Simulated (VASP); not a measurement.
Shape and ions are relaxed at each volume.

Energy against volume of CdSe (wurtzite). Calculation: optB88-vdW, VASP's PBE PAW potentials (set 64) (plane waves; VASP).

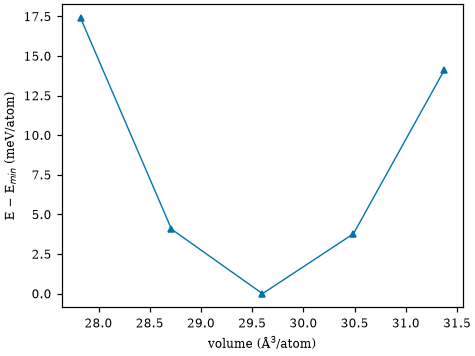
Figure: Energy against volume

### Question
Estimate the equilibrium volume and the bulk modulus.

### Answer
The minimum lies near 29.6 Å³/atom, and the curvature gives B0 of about 47 GPa.

Measured: bulk modulus 53.4 GPa (computed value off by -12.0 %), as given by Michael Grünwald et al., The Journal of Chemical Physics (2012), arXiv:1201.2992. The calculation is for a static lattice, while the measured bulk modulus holds thermal and zero-point effects, which are part of the difference.

The compound is CdSe in the wurtzite structure. It was relaxed first, which changed the volume by +5 %.
